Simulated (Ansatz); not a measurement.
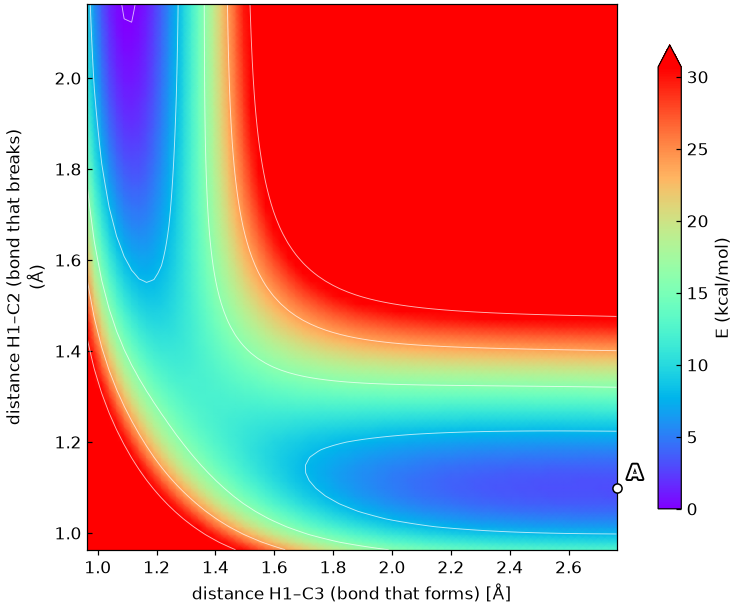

The reacting system C₃H₇ (fragments CH₄ + C₂H₃ where the first distance is long, C₂H₄ + CH₃ where the second is long), spin multiplicity 2. Coordinates scanned: (1) distance H1–C3 (bond that forms); (2) distance H1–C2 (bond that breaks). Relaxed at each point: all other coordinates. Grid: 10 × 10 points. Points are written as (first, second). All energies are given in kcal/mol relative to the lowest grid point. Method: UKS PBE0-D4/def2-SVP in Ansatz 0.2.0.

Drawn: a smooth colour map with a few white contour lines, one colour for all values above the top of the scale, the point A. Between grid points the surface is interpolated.

> Find the lowest path from A to the other arm of the map, and its barrier.

The easiest path runs from the side where the first distance is long, about (2.76 Å, 1.10 Å), to the side where the second distance is long, about (1.12 Å, 2.16 Å). Its highest point, at about (1.37 Å, 1.31 Å), lies about 9 kcal/mol above the start and 12 kcal/mol above the end on the interpolated surface. An end on the edge of the scan is no minimum, so the barrier from there is a lower bound.

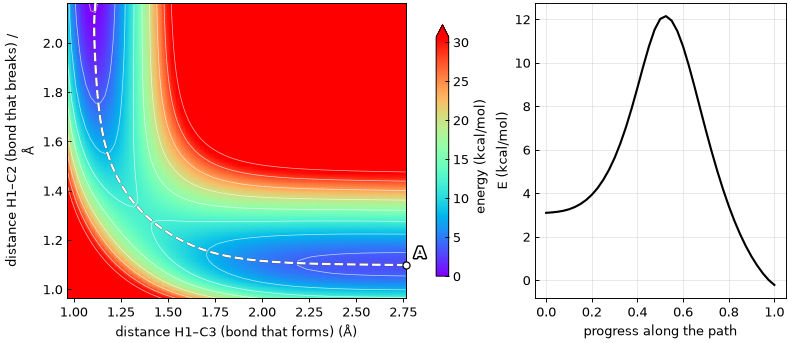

Drawn: a smooth colour map with a few white contour lines, a line along the lowest path, one colour for all values above the top of the scale, the energy along the path at the right. Between grid points the surface is interpolated.
